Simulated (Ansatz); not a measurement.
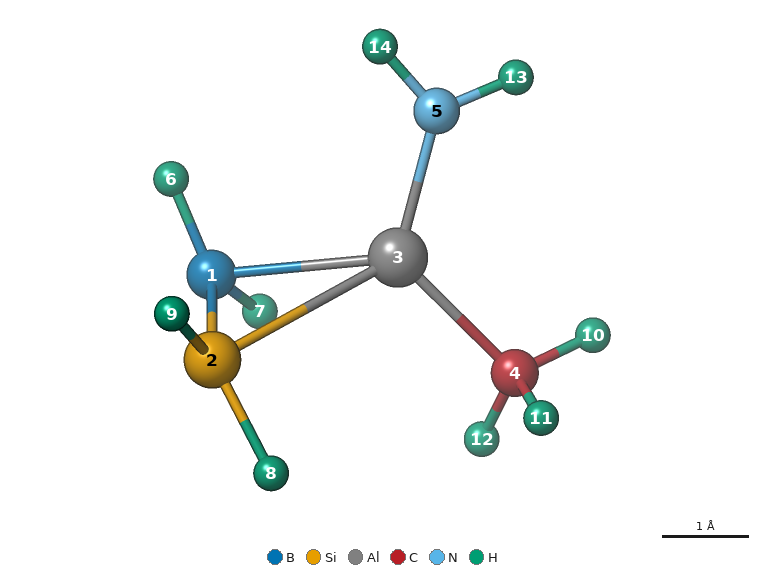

Orthographic view. Distant atoms are faded towards the background colour. The computed structure is the end point of a PBE-D4/def2-SVP optimisation. No frequency run is at hand to confirm it as a minimum.

Write the connection table.

B1: Si2, Al3, H6, H7
Si2: B1, Al3, H8, H9
Al3: B1, Si2, C4, N5
C4: Al3, H10, H11, H12
N5: Al3, H13, H14
(terminal hydrogens appear only as neighbours)
